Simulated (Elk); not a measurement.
Band structure of Ba (Im-3m, 1 atom in the cell).

```
CELL_PARAMETERS angstrom
     -2.50799     2.50799     2.50799
      2.50799    -2.50799     2.50799
      2.50799     2.50799    -2.50799
ATOMIC_POSITIONS crystal
  Ba 0.00000 0.00000 0.00000
```

Level of theory: PBE, all-electron FP-LAPW, Elk's shipped species files, APW+lo basis with extra local orbitals (Elk).

Settings: xctype = 20; rgkmax = 7.5; stype = 0; swidth = 0.00367493 Ha; ngridk = 8 8 8; gmaxvr = 14 1/bohr; nxlo = 2; lorbcnd = true; lmaxi = 3; maxscl = 100.

The starting cell has typed, rounded lattice constants, without a prior relaxation at this level. Its lattice was rescaled by a random factor within 2.5 % of one. Values depend on the basis (sphere radii, cutoffs, local orbitals), which need not be converged.

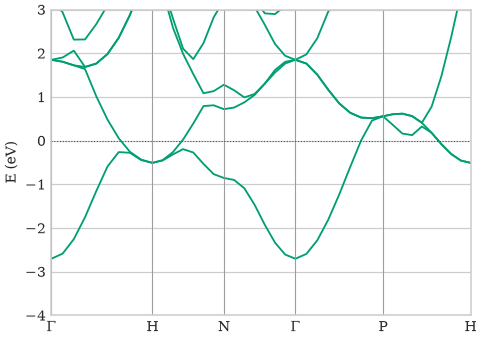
Figure. Bands along the path, energies from the Fermi level.

Levels in eV from the Fermi level, bands 7 to 13:
```csv
point,7,8,9,10,11,12,13
Γ,-13.79,-13.79,-13.79,-2.70,1.85,1.85,1.85
H,-14.11,-14.11,-14.11,-0.51,-0.51,4.07,4.07
N,-14.25,-13.94,-13.80,-0.86,0.72,1.28,3.22
P,-14.02,-14.02,-14.02,0.56,0.56,0.56,3.57
```

Bands cross the Fermi level along this path, so the cell is metallic at this level.
